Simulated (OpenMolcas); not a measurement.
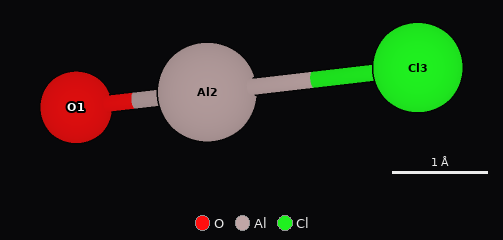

Fig. 1: The input geometry (ball-and-stick view, seen at a tilt; atoms are numbered from 1 in the order of the input). Sticks mark near contacts.

## Single-point calculation of AlClO (part 1 of 2)

System: AlClO, SMILES [O]=[Al][Cl].
Method: ACPF/STO-3G, RHF (OpenMolcas 26.06).

A bond length was changed on purpose from its optimised value.

### The program's output
```
--- Start Module: gateway ---

                                              &GATEWAY

                       available to each process: 1.9 GB of memory, 1 thread

 Basis Set     1 Label: O.STO-3G
 Basis set is read from library:.
 basistype.tbl is not found

 Basis Set     2 Label: AL.STO-3G
 Basis set is read from library:.
 basistype.tbl is not found

 Basis Set     3 Label: CL.STO-3G
 Basis set is read from library:.
 basistype.tbl is not found

++    Symmetry information:
      ---------------------

                    Character Table for C1

                             E
                    a        1  x, y, xy, Rz, z, xz, Ry, yz, Rx, I
--

++    Basis set information:
      ----------------------

      Basis set label: O.STO-3G.........

      Electronic valence basis set:
      ------------------
      Associated Effective Charge   8.000000 au
      Associated Actual Charge      8.000000 au
      Nuclear Model: Point charge

      Shell  nPrim  nBasis  Cartesian Spherical Contaminant
         s       6       2        X
         p       3       1        X

      Basis set label: AL.STO-3G.........

      Electronic valence basis set:
      ------------------
      Associated Effective Charge  13.000000 au
      Associated Actual Charge     13.000000 au
      Nuclear Model: Point charge

      Shell  nPrim  nBasis  Cartesian Spherical Contaminant
         s       9       3        X
         p       6       2        X

      Basis set label: CL.STO-3G.........

      Electronic valence basis set:
      ------------------
      Associated Effective Charge  17.000000 au
      Associated Actual Charge     17.000000 au
      Nuclear Model: Point charge

      Shell  nPrim  nBasis  Cartesian Spherical Contaminant
         s       9       3        X
         p       6       2        X
--

++    Molecular structure info:
      -------------------------

                    ************************************************
                    **** Cartesian Coordinates / bohr, angstrom ****
                    ************************************************

     Center  Label                x              y              z                     x              y              z
        1      O1               0.262691       4.141231       0.601196              0.139010       2.191445       0.318139
        2      AL2              0.077252       1.217749       0.176801              0.040880       0.644405       0.093559
        3      CL3             -0.220758      -3.479912      -0.505180             -0.116820      -1.841490      -0.267330

                    ***************************************
                    *    InterNuclear Distances / bohr    *
                    ***************************************

               1 O1            2 AL2           3 CL3
    1 O1       0.000000
    2 AL2      2.959940        0.000000
    3 CL3      7.716191        4.756251        0.000000

                    *******************************************
                    *    InterNuclear Distances / angstrom    *
                    *******************************************

               1 O1            2 AL2           3 CL3
    1 O1       0.000000
    2 AL2      1.566333        0.000000
    3 CL3      4.083233        2.516900        0.000000
--

            Nuclear Potential Energy             99.22628985 au

--- Stop Module: gateway /rc=_RC_ALL_IS_WELL_ ---

--- Start Module: seward ---

                                              &SEWARD

                       available to each process: 1.9 GB of memory, 1 thread

               SEWARD will generate:
                  Multipole Moment integrals up to order  2
                  Kinetic Energy integrals
                  Nuclear Attraction integrals (point charge)
                  One-Electron Hamiltonian integrals
                  Velocity integrals
                  Orbital angular momentum around ( -0.0184  -0.2899  -0.0421 )
                  Velocity quadrupole around ( -0.0184  -0.2899  -0.0421 )
                  Two-Electron Repulsion integrals

                   Integrals are discarded if absolute value <: 1.00E-14
                   Integral cutoff threshold is set to       <: 1.00E-16

            Nuclear Potential Energy             99.22628985 au

      Basis set specifications :
      Symmetry species         a
      Basis functions           23

--- Stop Module: seward /rc=_RC_ALL_IS_WELL_ ---

--- Start Module: scf ---

                                                &SCF

                       available to each process: 1.9 GB of memory, 1 thread

++    Input section:
      --------------

      Header of the integral files:

      Cartesian coordinates in angstrom:
      -----------------------------------------------------
      No.  Label        X            Y            Z
      -----------------------------------------------------
       1   O1         0.13901000   2.19144500   0.31813900
       2   AL2        0.04088000   0.64440500   0.09355900
       3   CL3       -0.11682000  -1.84149000  -0.26733000
      -----------------------------------------------------
      Nuclear repulsion energy =   99.22628985
--

++    Orbital specifications:
      -----------------------

      Symmetry species               1
                                     a
      Frozen orbitals                0
      Occupied orbitals             19
      Secondary orbitals             4
      Deleted orbitals               0
      Total number of orbitals      23
      Number of basis functions     23
--

      Molecular charge                           0.000

++    Optimization specifications:
      ----------------------------

      SCF Algorithm: Conventional
      Minimized density differences are used
      Number of density matrices in core                 5
      Maximum number of NDDO SCF iterations            400
      Maximum number of HF SCF iterations              400
      Threshold for SCF energy change             1.00E-10
      Threshold for density matrix                1.00E-07
      Threshold for Fock matrix                   1.00E-07
      Threshold for linear dependence             1.00E-09
      Threshold at which DIIS is turned on        1.50E-01
      Maximum depth in the DIIS procedure                5
      Maximum depth in the BFGS Hessian update          30
      Threshold at which QNR/C2DIIS is turned on  7.50E-02
      Threshold for Norm(delta) (QNR/C2DIIS)      1.00E-05
      All orbitals punched on: SCFORB
--

      Input vectors read from INPORB
      Orbital file label: *Guess orbitals

++ Convergence information
                                   SCF        iterations: Energy and convergence statistics

Iter     Tot. SCF        One-elec.       Two-elec.     Energy      Max Dij or  Max Fij      DNorm      TNorm      AccCon     Time
         Energy          Energy          Energy        Change      Delta Norm                                                in Sec.
   1  -766.786094948 -1269.176077661   403.163692866   0.00E+00    9.96E-01*   2.04E-01*    9.60E+00   1.06E+02   None         0.
   2  -764.648790213 -1267.352605705   403.477525645   2.14E+00*   4.13E-01*   1.59E-01*    5.29E+00   1.06E+02   EDIIS        0.
   3  -767.336029684 -1267.677002199   401.114682667  -2.69E+00*   2.95E-01*   1.10E-01*    1.71E+00   1.06E+02   EDIIS        0.
   4  -767.345753908 -1267.814725905   401.242682150  -9.72E-03*   5.04E-02*   4.36E-02*    2.81E-01   1.06E+02   EDIIS        0.
   5  -767.385712929 -1267.702135208   401.090132432  -4.00E-02*   2.21E-02*   8.10E-03*    1.64E-01   1.06E+02   c2DIIS       0.
   6  -767.386777719 -1267.707398959   401.094331392  -1.06E-03*   1.63E-02*   5.73E-03*    3.77E-02   1.06E+02   QNRc2DIIS    0.
   7  -767.387246975 -1267.705673031   401.092136209  -4.69E-04*   3.99E-02*   4.52E-03*    6.70E-03   1.06E+02   QNRc2DIIS    0.
   8  -767.387704424 -1267.717920806   401.103926535  -4.57E-04*   4.17E-03*   1.20E-03*    2.57E-03   1.06E+02   QNRc2DIIS    0.
   9  -767.387725139 -1267.717883977   401.103868990  -2.07E-05*   9.98E-04*   4.91E-04*    2.13E-03   1.06E+02   QNRc2DIIS    0.
  10  -767.387726381 -1267.718809733   401.104793505  -1.24E-06*   9.59E-05*   1.72E-05*    2.65E-04   1.06E+02   QNRc2DIIS    0.
  11  -767.387726384 -1267.718860839   401.104844607  -3.39E-09*   1.31E-05*   2.29E-06*    4.93E-05   1.06E+02   QNRc2DIIS    0.
  12  -767.387726384 -1267.718853203   401.104836971  -9.22E-11    1.37E-06    3.67E-07*    6.18E-05   1.06E+02   QNRc2DIIS    0.
  13  -767.387726384 -1267.718852525   401.104836294  -2.50E-12    2.36E-07    9.19E-08     3.85E-04   1.06E+02   QNRc2DIIS    0.

       Convergence after  13 Iterations
--

 *****************************************************************************************************************************
 *                                             SCF/KS-DFT Program, Final results                                             *
 *                                                       Final Results                                                       *
 *****************************************************************************************************************************

::    Total SCF energy                               -767.3877263844
      One-electron energy                           -1267.7188525254
      Two-electron energy                             401.1048362938
      Nuclear repulsion energy                         99.2262898472
      Kinetic energy (interpolated)                   756.5079334233
      Virial theorem                                    1.0143815980
      Total spin, S(S+1)                                0.0000000000
      Total spin, S                                     0.0000000000
      Max non-diagonal density matrix element           0.0000002681
      Max non-diagonal Fock matrix element              0.0000000403

      All orbitals with orbital energies smaller than  E(LUMO)+0.5 are printed

++    Molecular orbitals:
      -------------------

      Title: SCF orbitals

      Molecular orbitals for symmetry species 1: a

          Orbital            1         2         3         4         5         6         7         8         9        10
          Energy         -103.5411  -57.8629  -20.1162  -10.2420   -7.6848   -7.6813   -7.6813   -4.8028   -3.0273   -3.0260
          Occ. No.          2.0000    2.0000    2.0000    2.0000    2.0000    2.0000    2.0000    2.0000    2.0000    2.0000

          Orbital           11        12        13        14        15        16        17        18        19        20
          Energy           -3.0260   -1.1209   -0.9116   -0.4146   -0.3401   -0.3401   -0.3146   -0.3146   -0.3064    0.1487
          Occ. No.          2.0000    2.0000    2.0000    2.0000    2.0000    2.0000    2.0000    2.0000    2.0000    0.0000

          Orbital           21        22
          Energy            0.3142    0.3142
          Occ. No.          0.0000    0.0000

--

++    Molecular charges:
      ------------------

      Mulliken charges per centre and basis function type
      ---------------------------------------------------

                O1      AL2     CL3
      1s       3.9441  5.0995  5.9890
      2px      1.7252  2.2836  3.9871
      2pz      1.7139  2.2851  3.9797
      2py      1.0677  2.3728  3.5521
      Total    8.4509 12.0411 17.5080

      N-E     -0.4509  0.9589 -0.5080

      Total electronic charge=   38.000000

      Total            charge=   -0.000000
--

++    Molecular properties:
      ---------------------

      Charge (e):
                      =   -0.0000
      Dipole Moment (debye):
      Origin of the operator (angstrom)=   -0.0097   -0.1534   -0.0223
                   X=  1.1562E-01               Y=  1.8221E+00               Z=  2.6455E-01           Total=  1.8449E+00
      Quadrupole Moment (debye*angstrom):
      Origin of the operator (angstrom)=   -0.0097   -0.1534   -0.0223
                  XX= -2.2985E+01              XY= -1.1855E+00              XZ= -1.7210E-01              YY= -4.1599E+01
                  YZ= -2.7131E+00              ZZ= -2.3304E+01
      In traceless form (debye*angstrom)
                  XX=  9.4661E+00              XY= -1.7783E+00              XZ= -2.5815E-01              YY= -1.8454E+01
                  YZ= -4.0696E+00              ZZ=  8.9881E+00
--

--- Stop Module: scf /rc=_RC_ALL_IS_WELL_ ---

--- Start Module: motra ---

                                               &MOTRA

                       available to each process: 1.9 GB of memory, 1 thread

      *** WARNING: Default frozen orbitals is overwritten by user input.
      *** Default values:   8

      Header of the integral files:

      Header of MO coefficients source file:
      * SCF orbitals

      Cartesian coordinates in angstrom:
      -----------------------------------------------------
      No.  Label        X            Y            Z
      -----------------------------------------------------
       1   O1         0.13901000   2.19144500   0.31813900
       2   AL2        0.04088000   0.64440500   0.09355900
       3   CL3       -0.11682000  -1.84149000  -0.26733000
      -----------------------------------------------------
      Nuclear repulsion energy =   99.22628985

      Orbital specifications:
      -----------------------

      Symmetry species:              1
      Number of basis functions:    23
      Frozen orbitals:              11
      Deleted orbitals:              0
      Number of orbitals used:      12

       SYMMETRY  BASIS FUNCTIONS       ORBITALS      INTEGRALS   CPU(SEC)  I/O(SEC)
        1 1 1 1   23  23  23  23    12  12  12  12        3081       0.00      0.00

       TOTAL CPU TIME(SEC)    0.00TOTAL I/O TIME(SEC)    0.00

--- Stop Module: motra /rc=_RC_ALL_IS_WELL_ ---

--- Start Module: guga ---

                                               &GUGA

                       available to each process: 1.9 GB of memory, 1 thread

      ************************************************************************************************************************
      *                                                        Title:                                                        *
      *                                                 (No title was given)                                                 *
      ************************************************************************************************************************

      ALL SINGLE AND DOUBLE REPLACEMENTS

      NUMBER OF ELECTRONS IN CI        16
      TOTAL SPIN QUANTUM NUMBER      0.00

              ORBITALS PER SYMMETRY
                  1
      INACTIVE    8
      ACTIVE      0
      VALENCE     0
      CORE        0
      ONEOCC      0
  Number of vertices                   53                   45

      INTERNAL CONFIGURATIONS (FORMAL)

      NUMBER OF VALENCE STATES               1
      NUMBER OF DOUBLET COUPLED SINGLES      8
      NUMBER OF TRIPLET COUPLED DOUBLES     28
      NUMBER OF SINGLET COUPLED DOUBLES     36

      ONE CLOSED SHELL REFERENCE STATE
      WAVE-FUNCTION SYMMETRY LABEL:  1

      INTERNAL CONFIGURATIONS (REAL)

      NUMBER OF VALENCE STATES               1
      NUMBER OF DOUBLET COUPLED SINGLES      8
      NUMBER OF TRIPLET COUPLED DOUBLES     28
      NUMBER OF SINGLET COUPLED DOUBLES     36

      COEFFICIENTS FOR DIAG      658
      TIME FOR DIAG                0

      COEFFICIENTS FOR ABCI      136
      MAXIMUM NUMBER OF ELEMENTS    15
      TIME FOR ABCI                0

      COEFFICIENTS FOR IJKL     8024
      TIME FOR IJKL                0

      COEFFICIENTS FOR AIBJ     1680
      DIFFERENT TYPES       28       36      448      576      196      252       72
      TIME FOR AIBJ                0

      COEFFICIENTS FOR AIJK     3160
      TIME FOR AIJK                0

      COEFFICIENTS FOR IJ        492

      COEFFICIENTS FOR AI        144
      TIME FOR ONEEL               0
--- Stop Module: guga /rc=_RC_ALL_IS_WELL_ ---

--- Start Module: cpf ---

                                                &CPF

                       available to each process: 1.9 GB of memory, 1 thread

      ************************************************************************************************************************
      *                                                        Title:                                                        *
      *                                                ( No title was given )                                                *
      ************************************************************************************************************************

      Cartesian coordinates in angstrom:
      -----------------------------------------------------
      No.  Label        X            Y            Z
      -----------------------------------------------------
       1   O1         0.13901000   2.19144500   0.31813900
       2   AL2        0.04088000   0.64440500   0.09355900
       3   CL3       -0.11682000  -1.84149000  -0.26733000
      -----------------------------------------------------
      Nuclear repulsion energy =   99.22628985

      This is an  A C P F calculation

      ONE-ELECTRON BASIS:
      ----------------------------

      Symmetry species                                   1

      Orbitals pre-frozen in MOTRA              11      11
      Orbitals used by this program             12      12
      Pre-deleted in MOTRA                       0       0
      Sum: No. of basis functions               23      23

      ORBITAL SPECIFICATION:
      -------------------------------
```
